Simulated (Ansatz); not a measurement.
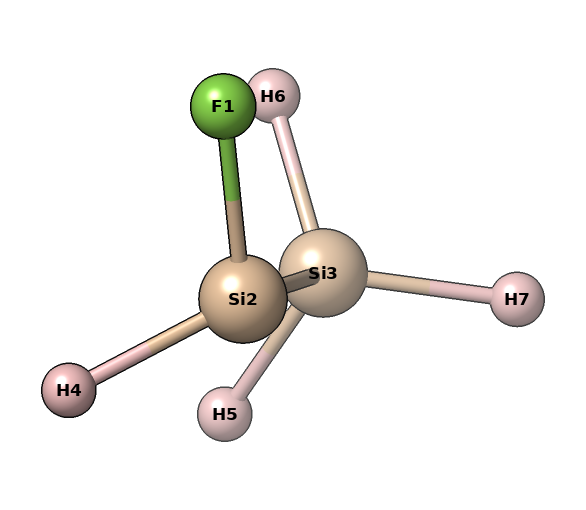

(Drawn from a calculation with Ansatz.)

Si3 lies behind Si2. The molecule seen a little off the Si2–Si3 bond, Si2 in front. Depth is shown by fading: the farther an atom, the more it takes the colour of the background. State: neutral, doublet. Geometry: relaxed with PBE0-D4/def2-TZVP with one coordinate held away from its value at the minimum.

> What is the torsion angle F1–Si2–Si3–H5? The sign is positive where the front bond must turn clockwise to cover the back bond.

−142°, anticlinal.
